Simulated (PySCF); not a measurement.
C5H10AlB

| atom | x (Å) | y (Å) | z (Å) |
| --- | --- | --- | --- |
| B | 1.1309 | 0.8401 | -1.7607 |
| C | 0.5021 | -0.1431 | -0.7981 |
| Al | 2.2568 | 0.2751 | 0.2086 |
| C | -0.5432 | 0.2496 | 0.2292 |
| C | -0.6441 | -0.6327 | 1.4491 |
| C | -1.8920 | -1.0153 | 1.2001 |
| C | -2.0091 | -0.2067 | -0.0622 |
| H | 1.8182 | 0.4622 | -2.6425 |
| H | 0.9916 | 2.0043 | -1.5931 |
| H | 0.4355 | -1.2050 | -1.0551 |
| H | 2.1803 | 1.2239 | 1.4334 |
| H | 3.6179 | -0.4435 | 0.0358 |
| H | -0.4680 | 1.3174 | 0.4596 |
| H | 0.0867 | -0.8543 | 2.2126 |
| H | -2.5963 | -1.6585 | 1.6968 |
| H | -2.1203 | -0.7890 | -0.9753 |
| H | -2.7540 | 0.5876 | -0.0481 |

Geometry: GFN2-xTB.

Level of theory: PBE0/pcSseg-1, SCF density, gas phase, non-relativistic (PySCF 2.14.0).

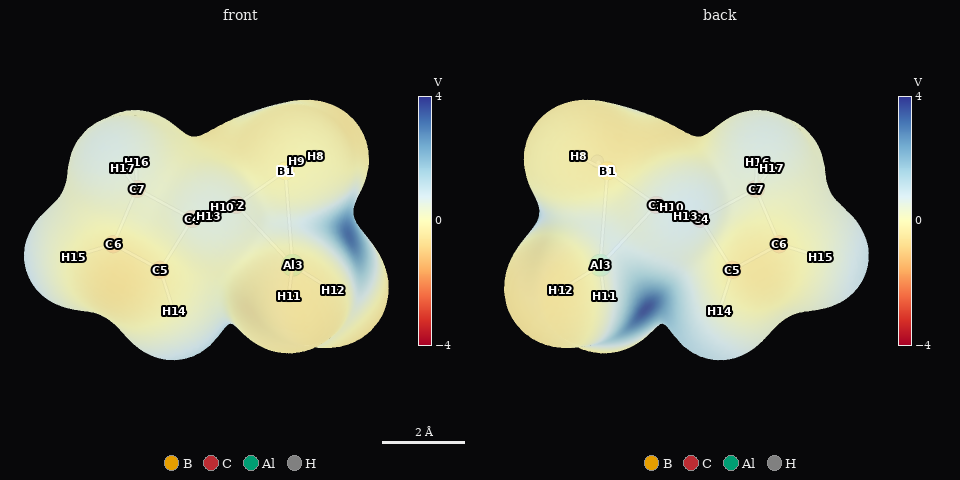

Figure 1. The electrostatic potential painted on the density surface at 0.002 e/bohr³, seen from the front and from behind; red is negative and blue positive.

Question: Which sites attract a positive test charge, and which a negative one?

Answer: A positive charge is drawn to the negative regions and a negative charge to the positive ones. The most negative region (about −0.5 V) lies over C5, C6, H11 and H12, the most positive (about +3.2 V) over Al3.

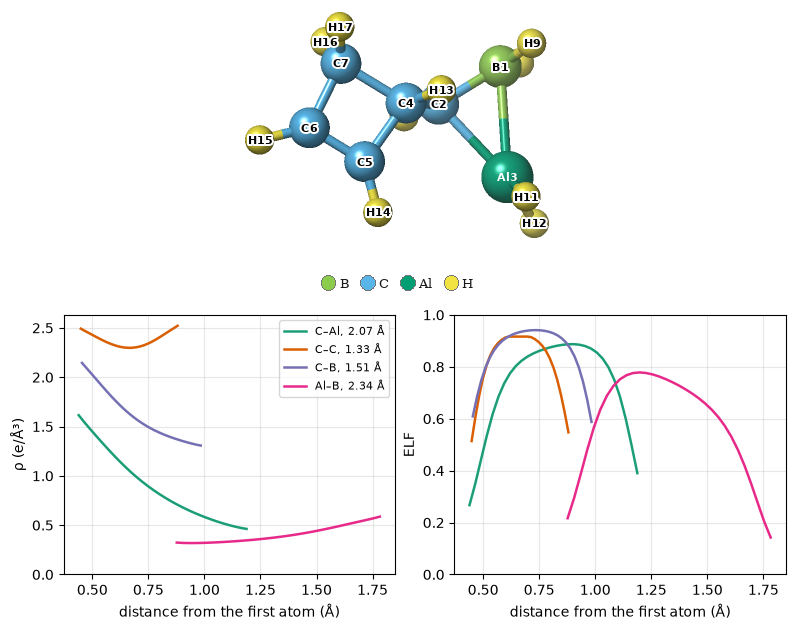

Figure 2. Total electron density and electron localisation function along straight lines between neighbouring atoms. The curves leave out the atomic cores. The structure is drawn too.

Question: What kind of bonding do the profiles show?

Answer: C–Al (2.07 Å): ρ is about 0.56 e/Å³ halfway; the ELF peaks at about 0.90 between the atoms; a polar covalent bond.
C–C (1.33 Å): the density is about 2.3 e/Å³ at the midpoint; the ELF peaks at about 0.90 between the atoms (a short, multiple covalent bond).
C–B (1.51 Å): the density is about 1.5 e/Å³ at the midpoint; the ELF peaks at about 0.95 between the atoms, as expected for a covalent bond.
Al–B (2.34 Å): ρ at the midpoint is about 0.34 e/Å³; the ELF peaks at about 0.80 between the atoms; a covalent bond.
